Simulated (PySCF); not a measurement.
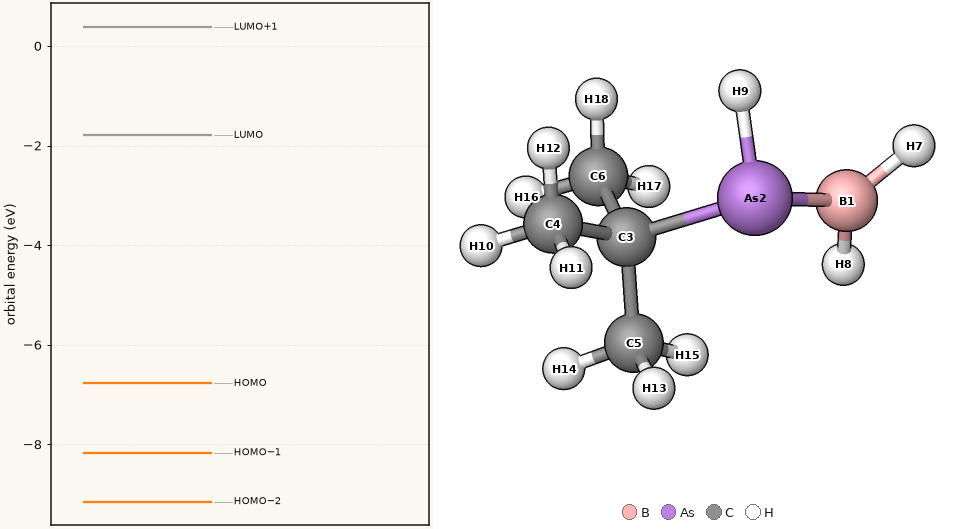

C₄H₁₂AsB, SMILES B[AsH]C(C)(C)C. Kohn-Sham orbital energies near the frontier, PBE0/def2-SVPD in PySCF 2.14.0, at a PBE0-D3(BJ)/def2-SVP geometry (no frequency check), isolated molecule; empty levels in grey, levels within 0.03 eV side by side.

**Where do the frontier orbitals lie?**

HOMO at −6.78 eV, LUMO at −1.79 eV, 4.98 eV apart.

**On which atoms do HOMO and LUMO mostly sit?**

HOMO: As2 57 %, B1 18 %, C3 8 %. LUMO: B1 51 %, As2 20 %, H8/H7 9 % each (Löwdin shares).

**List the levels with the atoms that carry most of them (a dash for levels above zero or within 0.03 eV of another, where shares mean little).**

| orbital | energy (eV) | Löwdin shares |
| --- | --- | --- |
| LUMO+1 | 0.38 | – |
| LUMO | −1.79 | B1 51 %, As2 20 %, H8/H7 9 % each |
| HOMO | −6.78 | As2 57 %, B1 18 %, C3 8 % |
| HOMO−1 | −8.17 | As2 25 %, C3 22 %, B1 15 % |
| HOMO−2 | −9.15 | As2 25 %, B1 23 %, H9 18 % |

Note: empty levels above zero depend strongly on the basis.
